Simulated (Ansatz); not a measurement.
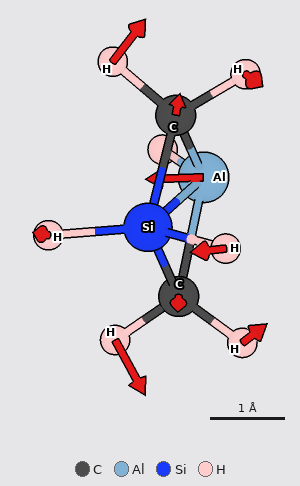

This is a relaxation of C2H7AlSi (coarse preliminary run). The starting structure is drawn; red arrows show the displacements, 2 times their true length. The two geometries are superimposed by the best rigid fit.

The picture is a ball-and-stick view, seen from a free direction.

The start comes from a force field.

Level of theory: RKS PBE-D4/def2-SVP (Ansatz 0.2.0). Set-up: force threshold 0.03 eV/Å; at most 200 steps.

### What happened in the run?

The atom that moves furthest after the best rigid fit is an H atom (0.44 Å). By element the largest moves are H 0.44 Å, Al 0.41 Å, C 0.16 Å, Si 0.02 Å. Some distances before and after: Al–Si 2.803 → 2.654 Å, C–Si 1.790 → 1.916 Å, H–Si 1.422 → 1.509 Å, C–H 1.180 → 1.115 Å. Bond angles that change, for instance: Si–Al–H 144.4° → 167.0°, Al–Si–H 121.6° → 140.3°, Al–Si–H 123.6° → 110.8°. Over 10 accepted moves (11 points after the start) the energy falls by 114.6 kJ/mol. Largest force component: 4.5 eV/Å at the start, 0.023 eV/Å at the end. The line search rejected the trial step at point 4 of the run. The forces were under the threshold at step 6, but the run went on from there. The run took about 50 core-seconds on a shared host.
